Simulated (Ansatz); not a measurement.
Take MoS2 in the 2H-MoS2 type structure (space group P6_3/mmc, No. 194; a = 3.1730 Å, c = 12.4366 Å; layered, stacked along the Cartesian z axis) as the base. Axes: x lies along a and z along c of the hexagonal cell.

Now apply this change: biaxial strain −3.15 %, plane normal [001], relaxed out of plane (Cartesian); in-plane vectors clamped, the third vector and the atoms free.

Level of theory: r2SCAN+rVV10 in Ansatz (plane waves to 500 eV, PAW, no spin-orbit coupling).

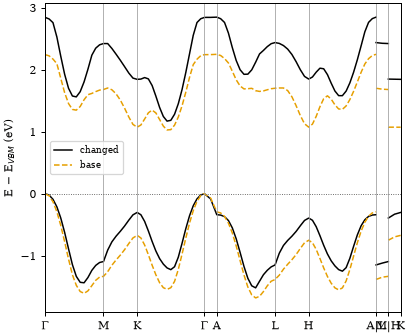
Highest valence and lowest conduction band along the path, each from its own valence-band maximum

The gap is 1.17 eV, indirect, Γ → K–Γ (44 % along); the base has 1.01 eV.

Whether these cells are dynamically stable was not tested.

Ansatz is an electronic-structure program.
